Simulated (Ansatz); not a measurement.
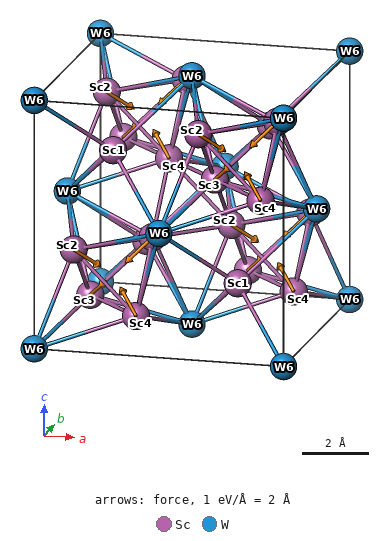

Starting geometry of crystalline Sc5W (a generated structure, set up in F-43m) (coarse preliminary run) with the computed forces as orange arrows. A ball-and-stick model of the conventional cell (4 times the calculation's cell), seen slightly off an axis. Lengths and directions refer to the drawn axes.

These are results of DFT PBE, scalar-relativistic, plane waves, PAW in Ansatz 0.2.0, not measurements. (plane-wave cutoff 420 eV; k-point mesh 4 × 4 × 4; occupations gaussian; smearing width 0.1 eV; no spin polarisation; cell and atoms relaxed; force threshold 0.04 eV/Å; at most 70 steps)

Q: What follows when this structure is relaxed?

A: It isn't relaxed: the largest force vector, on Sc atoms, is 0.61 eV/Å. The atoms end up moving mostly along the starting forces (cosine between the two patterns 1.00). The largest moves relative to the cell, 0.039 Å, are those of Sc atoms. W stays in place. The volume changes by +7.9 %, with a = b = c 7.891 → 8.094 Å (+2.6 %). Among the contacts that change: Sc–Sc 2.790 → 2.925 Å, Sc–Sc 3.271 → 3.362 Å, Sc–W 3.417 → 3.505 Å, Sc–W 3.271 → 3.349 Å. The space group stays F-43m (No. 216). Over 2 accepted moves (3 points after the start) the energy falls by 0.192 eV per cell of the calculation. The largest force component goes from 0.35 to 0.0054 eV/Å. Pressure: 5.38 GPa at the start and −0.19 GPa at the end. At 1 point the geometry stayed and the basis and grid were re-selected for the new cell (energy shift of 1.7 meV per cell of the calculation at most each time).
